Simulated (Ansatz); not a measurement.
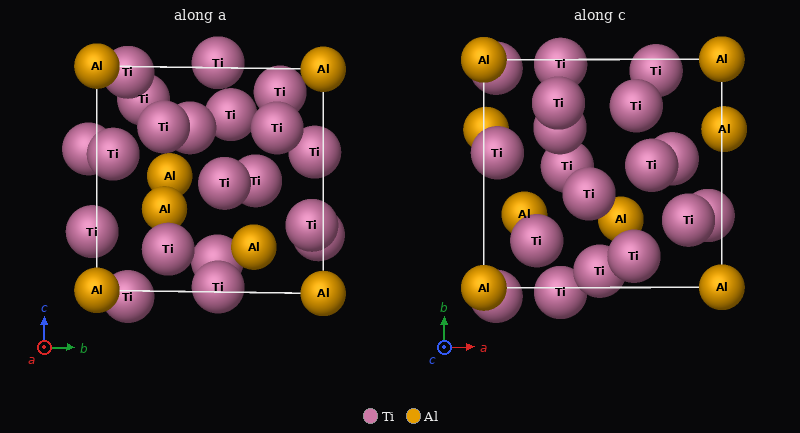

This spheres-only model is shown along the a axis and along the c axis. Thin lines show the simulation cell, with boundary atoms drawn in all their periodic places. A few atoms beyond the faces are included.

Ti4Al, a = 7.40 Å, b = 7.09 Å, c = 7.03 Å, α = 90.81°, β = 92.14°, γ = 89.83°.

Run with DFT PBE, scalar-relativistic, plane waves, PAW in Ansatz 0.2.0 and these settings: a basis cut at 420 eV, a 3×3×3 k-point grid, Fermi-Dirac smearing of 0.16 eV, no spin polarisation.

**Metal or not?**

A metal: bands cross the Fermi level.

**What is the pressure at this volume?**

The computed pressure is -1.2 GPa (stretched: it would shrink). The stress isn't hydrostatic: its largest component is 4.5 GPa.

The structure comes from a structure type filled with these elements by a generator (whether the compound takes this form wasn't checked). Earlier steps of the study may have refined or changed the cell and positions. It was the input of a calculation with Ansatz.

At this level of theory the cell isn't at rest (forces up to 2.3 eV/Å), so its distances can differ from those at equilibrium, the more so the softer the solid.
